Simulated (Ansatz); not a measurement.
TaN, pressure series

Start from TaN in the rock salt structure (space group Fm-3m, No. 225; a = 4.396 Å).

Cell and atoms are relaxed at each pressure.

Method: r2SCAN/PAW in Ansatz (an electronic-structure program), no spin-orbit coupling.

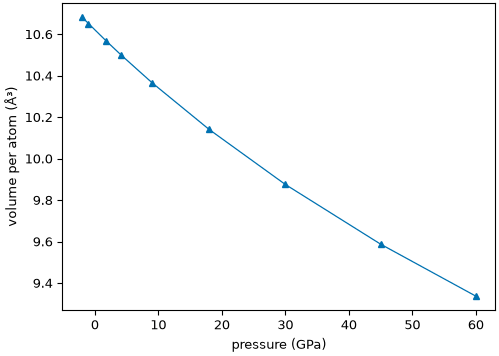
*Volume against pressure*

**Question.** Estimate the zero-pressure bulk modulus from the plot.

**Answer.** About 350 GPa; a third-order Birch–Murnaghan fit to the points gives V₀ = 10.62 Å³/atom, B₀ = 352 GPa and B₀′ = 4.3.

Load acts through the strain it causes; cell and atoms are relaxed under it. Stability against distortions was not tested. No other phases were tried under pressure. The final runs are not spin-polarised. This is not the structure that TaN has at room temperature and ambient pressure.
